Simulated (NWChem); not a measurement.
**One shape, several levels: SiH3Cl (chlorosilane)**

Aim: a comparison of 3 runs (CAM-B3LYP/aug-cc-pVDZ, M06-2X/aug-cc-pVDZ, PBE0/aug-cc-pVDZ) of SiH3Cl (chlorosilane). 

Program for the calculation: NWChem 7.3.0.

## 1. Starting point

SiH3Cl has 5 atoms, charge 0, and is taken as a singlet. SMILES: `[SiH3]Cl`. The Si1–H5 distance was set to 3.258 Å, away from the relaxed value. At this shape a bond of the SMILES string is far longer than usual.

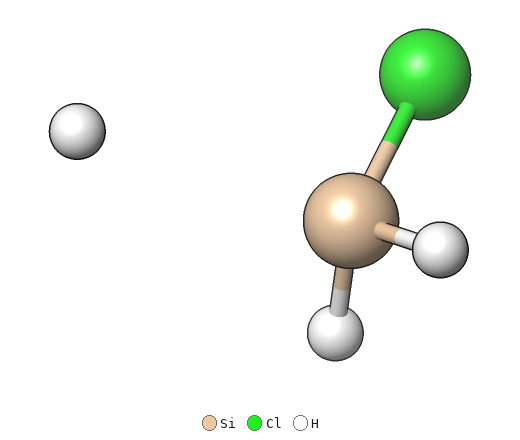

The structure, seen from a chosen angle (silicon light orange, chlorine green, hydrogen white).

## 2. The energy at CAM-B3LYP/aug-cc-pVDZ (run 1)

Contents of clh3si.xyz:

```xyz
5
ClH3Si
Si    -0.017442    -1.753530     0.057658
Cl     1.932858    -2.285630     0.418458
H     -0.856342    -2.260430     1.167658
H     -0.440142    -2.357830    -1.226342
H     -0.190800     1.495400    -0.104700
```

Contents of clh3si.nw:

```
start clh3si
title "ClH3Si"
memory stack 880 mb heap 220 mb global 1100 mb

geometry noautosym nocenter noautoz
load format xyz clh3si.xyz
end

basis spherical bse
* library aug-cc-pVDZ
end

dft
xc xcamb88 1.00 lyp 0.81 vwn_5 0.19 hfexch 1.00
cam 0.33 cam_alpha 0.19 cam_beta 0.46
mult 1
grid xfine
convergence energy 1e-08
direct
iterations 100
mulliken
end

task dft energy
```

The run is started by

```console
$ nwchem clh3si.nw > clh3si.out
```

The log of the run:

```text
[...]
          Wavefunction type:  closed shell.
          No. of atoms     :     5
          No. of electrons :    34
[...]
          Charge           :     0
          Spin multiplicity:     1
[...]
          AO basis - number of functions:    81
[...]
              XC Information
              --------------
                     Hartree-Fock (Exact) Exchange  1.000
                   CAM-Becke88 Exchange Functional  1.000
                      VWN V Correlation Functional  0.190 local
              Lee-Yang-Parr Correlation Functional  0.810
[...]
 d= 0,ls=0.0,diis     1   -751.3027837719 -8.34D+02  1.51D-02  3.42D-01     6.3
[...]
 d= 0,ls=0.0,diis    10   -751.3755462882 -1.99D-09  1.27D-06  5.36D-10    56.8
         Total DFT energy =     -751.375546288196
      One electron energy =    -1200.986370222879
           Coulomb energy =      417.317141752630
    Exchange-Corr. energy =      -50.087319929516
 Nuclear repulsion energy =       82.381002111568
[...]
      Total Density - Mulliken Population Analysis
     ---------------------------------------------
    Atom       Charge   Shell Charges
 -----------   ------   -------------------------------------------------------
    1 Si  14    14.15   2.00  2.03  0.83  0.60 -0.00  6.02  1.35  0.98  0.02  0.24  0.07
    2 Cl  17    17.26   2.00  2.04  0.95  0.94  0.07  6.00  3.10  2.06  0.06  0.02  0.01
    3 H    1     0.72   0.72 -0.00 -0.01  0.01 -0.01
    4 H    1     0.72   0.72 -0.00 -0.01  0.01 -0.01
    5 H    1     1.16   0.48  0.57  0.10  0.00  0.01
[...]
```

Wall time 58 s (1 thread of Intel Xeon Platinum 8488C (Sapphire Rapids), shared host); peak memory 0.12 GiB.

## 3. The energy at M06-2X/aug-cc-pVDZ (run 2)

Contents of run.py:

```python
from ase import Atoms
from ase.calculators.nwchem import NWChem

mol = Atoms(['Si', 'Cl', 'H', 'H', 'H'], positions=[
    [-0.017442, -1.753530, 0.057658],
    [1.932858, -2.285630, 0.418458],
    [-0.856342, -2.260430, 1.167658],
    [-0.440142, -2.357830, -1.226342],
    [-0.190800, 1.495400, -0.104700],
])

calc = NWChem(
    label='clh3si',
    theory='dft',
    memory='2200 mb',
    basis='aug-cc-pVDZ',
    basispar='spherical bse',
    dft={'xc': 'm06-2x', 'mult': '1', 'grid': 'xfine', 'convergence': 'energy 1e-08', 'iterations': '100', 'mulliken': None},
    task='energy',
)
mol.calc = calc

e = mol.get_potential_energy()
print(f"E = {e:.6f} eV")
print("dipole (e A):", mol.get_dipole_moment().round(4))
```

The run is started by

```console
$ export ASE_NWCHEM_COMMAND="nwchem PREFIX.nwi > PREFIX.nwo"
$ python run.py
```

The log of the run:

```text
E = -20444.214068 eV
dipole (e A): [-0.1719 -0.5052 -0.0094]
```

The calculator wrote clh3si.nwi:

```
title "clh3si"

permanent_dir clh3si

scratch_dir clh3si

start clh3si

geometry units angstrom nocenter noautosym noautoz
  Si -1.7441999999999999e-02 -1.7535300000000000e+00 5.7658000000000001e-02
  Cl 1.9328580000000000e+00 -2.2856299999999998e+00 4.1845800000000000e-01
  H  -8.5634200000000005e-01 -2.2604299999999999e+00 1.1676580000000001e+00
  H  -4.4014199999999998e-01 -2.3578299999999999e+00 -1.2263420000000000e+00
  H  -1.9080000000000000e-01 1.4954000000000001e+00 -1.0470000000000000e-01
end

memory 2200 mb

basis spherical bse noprint
   * library aug-cc-pVDZ
end

dft
  xc m06-2x
  mult 1
  grid xfine
  convergence energy 1e-08
  iterations 100
  mulliken
end

task dft energy
```

clh3si.nwo:

```text
Northwest Computational Chemistry Package (NWChem) 7.3.0
             --------------------------------------------------------

           Job information
           ---------------

    nwchem branch   = 7.3.0
    use scalapack   = T
    input           = clh3si.nwi
    prefix          = clh3si.
    data base       = clh3si/clh3si.db
    status          = startup
    nproc           =        1

           Memory information
           ------------------

    heap     =     72089596 doubles =      550.0 Mbytes
    stack    =     72089601 doubles =      550.0 Mbytes
    global   =    144179200 doubles =     1100.0 Mbytes (distinct from heap & stack)
    total    =    288358397 doubles =     2200.0 Mbytes
    verify   = yes
    hardfail = no

[... 92 lines left out ...]
  convergence criterion.
[... 18 lines left out ...]
          Convergence on density requested:  1.00D-05
[... 23 lines left out ...]
          Convergence Information
[... 58 lines left out ...]
   convergence    iter        energy       DeltaE   RMS-Dens  Diis-err    time
[... 16 lines left out ...]
           Coulomb energy =      417.570965810361
[... 7 lines left out ...]
                       DFT Final Molecular Orbital Analysis
[... 595 lines left out ...]
 center of mass
 --------------
 x =   1.87923229 y =  -3.78498129 z =   0.46066140

 moments of inertia (a.u.)
 ------------------
          79.490589643266          69.716633983592         -42.208632451974
          69.716633983592         255.614390941009          14.170119473675
         -42.208632451974          14.170119473675         297.987821249293

     Multipole analysis of the density
     ---------------------------------

     L   x y z        total         alpha         beta         nuclear
     -   - - -        -----         -----         ----         -------
     0   0 0 0     -0.000000    -17.000000    -17.000000     34.000000

     1   1 0 0     -0.324899    -29.573308    -29.573308     58.821716
[... 8 lines of this table left out ...]
     2   0 0 2    -21.446295    -21.260760    -21.260760     21.075225

 Task  times  cpu:       45.3s     wall:       45.3s
 Total times  cpu:       45.4s     wall:       45.4s
```

It took 47 s on 1 thread of Intel Xeon Platinum 8488C (Sapphire Rapids), shared host; peak memory 0.13 GiB.

## 4. The energy at PBE0/aug-cc-pVDZ (run 3)

Contents of run.py:

```python
from ase import Atoms
from ase.calculators.nwchem import NWChem

molecule = Atoms(['Si', 'Cl', 'H', 'H', 'H'], positions=[
    [-0.017442, -1.753530, 0.057658],
    [1.932858, -2.285630, 0.418458],
    [-0.856342, -2.260430, 1.167658],
    [-0.440142, -2.357830, -1.226342],
    [-0.190800, 1.495400, -0.104700],
])

calc = NWChem(
    label='clh3si',
    theory='dft',
    memory='2200 mb',
    basis='aug-cc-pVDZ',
    basispar='spherical bse',
    dft={'xc': 'pbe0', 'mult': '1', 'grid': 'xfine', 'convergence': 'energy 1e-08', 'iterations': '100', 'mulliken': None},
    task='energy',
)
molecule.calc = calc

print("Total energy (eV):", round(molecule.get_potential_energy(), 6))
print("dipole (e A):", molecule.get_dipole_moment().round(4))
```

The run is started by

```console
$ export ASE_NWCHEM_COMMAND="nwchem PREFIX.nwi > PREFIX.nwo"
$ python run.py
```

The log of the run:

```text
Total energy (eV): -20438.236258
dipole (e A): [-0.1554 -0.4723 -0.0078]
```

The calculator wrote clh3si.nwi:

```
title "clh3si"

permanent_dir clh3si

scratch_dir clh3si

start clh3si

geometry units angstrom nocenter noautosym noautoz
  Si -1.7441999999999999e-02 -1.7535300000000000e+00 5.7658000000000001e-02
  Cl 1.9328580000000000e+00 -2.2856299999999998e+00 4.1845800000000000e-01
  H  -8.5634200000000005e-01 -2.2604299999999999e+00 1.1676580000000001e+00
  H  -4.4014199999999998e-01 -2.3578299999999999e+00 -1.2263420000000000e+00
  H  -1.9080000000000000e-01 1.4954000000000001e+00 -1.0470000000000000e-01
end

memory 2200 mb

basis spherical bse noprint
   * library aug-cc-pVDZ
end

dft
  xc pbe0
  mult 1
  grid xfine
  convergence energy 1e-08
  iterations 100
  mulliken
end

task dft energy
```

clh3si.nwo:

```text
Northwest Computational Chemistry Package (NWChem) 7.3.0
             --------------------------------------------------------

           Job information
           ---------------

    nwchem branch   = 7.3.0
    use scalapack   = T
    input           = clh3si.nwi
    prefix          = clh3si.
    data base       = clh3si/clh3si.db
    status          = startup
    nproc           =        1

           Memory information
           ------------------

    heap     =     72089594 doubles =      550.0 Mbytes
    stack    =     72089599 doubles =      550.0 Mbytes
    global   =    144179200 doubles =     1100.0 Mbytes (distinct from heap & stack)
    total    =    288358393 doubles =     2200.0 Mbytes
    verify   = yes
    hardfail = no

[... 92 lines left out ...]
  convergence criterion.
[... 18 lines left out ...]
          Convergence on density requested:  1.00D-05
[... 24 lines left out ...]
          Convergence Information
[... 58 lines left out ...]
   convergence    iter        energy       DeltaE   RMS-Dens  Diis-err    time
[... 16 lines left out ...]
           Coulomb energy =      417.541576118561
[... 7 lines left out ...]
                       DFT Final Molecular Orbital Analysis
[... 592 lines left out ...]
 center of mass
 --------------
 x =   1.87923229 y =  -3.78498129 z =   0.46066140

 moments of inertia (a.u.)
 ------------------
          79.490589643266          69.716633983592         -42.208632451974
          69.716633983592         255.614390941009          14.170119473675
         -42.208632451974          14.170119473675         297.987821249293

     Multipole analysis of the density
     ---------------------------------

     L   x y z        total         alpha         beta         nuclear
     -   - - -        -----         -----         ----         -------
     0   0 0 0     -0.000000    -17.000000    -17.000000     34.000000

     1   1 0 0     -0.293669    -29.557693    -29.557693     58.821716
[... 8 lines of this table left out ...]
     2   0 0 2    -21.339880    -21.207553    -21.207553     21.075225

 Task  times  cpu:       38.1s     wall:       38.1s
 Total times  cpu:       38.2s     wall:       38.2s
```

Run time: 39 s. Hardware: 1 thread of Intel Xeon Platinum 8488C (Sapphire Rapids), shared host; peak memory 0.12 GiB.

## 5. The series

```
run                  level  energy (Eh)  dipole moment (D)  HOMO energy (eV)  LUMO energy (eV)  wall time
  1  CAM-B3LYP/aug-cc-pVDZ  -751.375546               2.64             -7.79             -3.17       58 s
  2     M06-2X/aug-cc-pVDZ  -751.311016               2.56             -7.44             -3.37       47 s
  3       PBE0/aug-cc-pVDZ  -751.091335               2.39             -6.73             -4.06       39 s
```

## 6. Outcome

| quantity | value |
| --- | --- |
| run 3: total energy | -751.09134 Eh |
| run 3: dipole moment | 2.39 D |
| run 3: HOMO energy | -6.73 eV |
| run 3: LUMO energy | -4.06 eV |
| run 3: HOMO–LUMO gap | 2.68 eV |

**Reading.** The dipole moment (its size) runs from 2.39 D (PBE0/aug-cc-pVDZ) to 2.64 D (CAM-B3LYP/aug-cc-pVDZ). The HOMO–LUMO gap runs from 2.68 eV (PBE0/aug-cc-pVDZ) to 4.61 eV (CAM-B3LYP/aug-cc-pVDZ). Totals of different functionals can't be ranked against each other. In runs 1, 2, 3 a closed-shell determinant meets a far-stretched bond, which it describes badly. All runs together took 2.4 min, the longest 58 s.
